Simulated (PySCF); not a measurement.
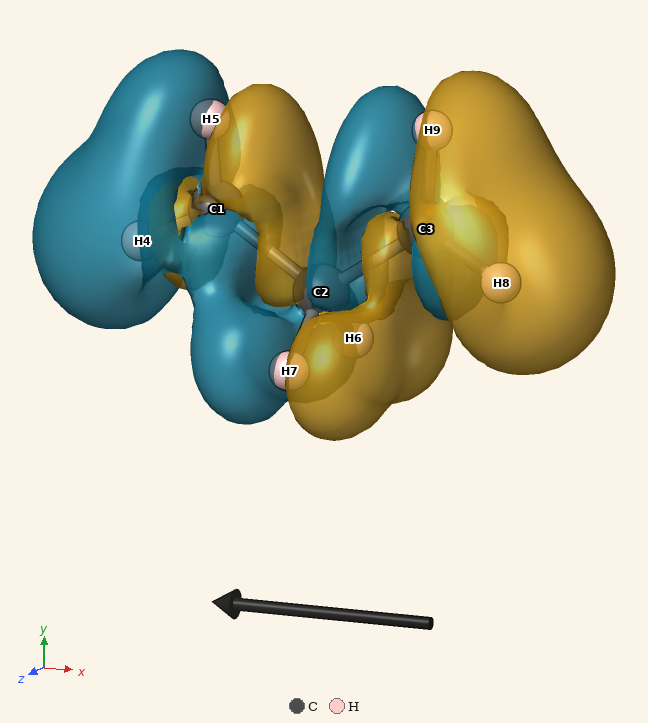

*C3H6, triplet, SMILES `[CH2]C[CH2]`. Change of the electron density in a uniform field of 0.51 V/Å along −x (arrow), surfaces at ±0.002 e/Å³ (yellow: gain, teal: loss).*

Level of theory: LDA (SVWN)/aug-cc-pVDZ (PySCF), at a geometry from GFN2-xTB. No frequency check shows the geometry to be a minimum. The stability of the open-shell solution wasn't checked. GFN2-xTB doesn't know the spin state, so this open-shell geometry is rough.

> How large is the response?

The induced dipole is 1.23 D (along the field); α along this axis, from the fields in both directions, is 48 bohr³ (7.2 Å³).

> Which atoms gain and lose the most charge?

Electrons gather most on H8 (Hirshfeld charge changes by −0.025 e) and leave H4 most (+0.023 e); 0.100 electrons are displaced in all.
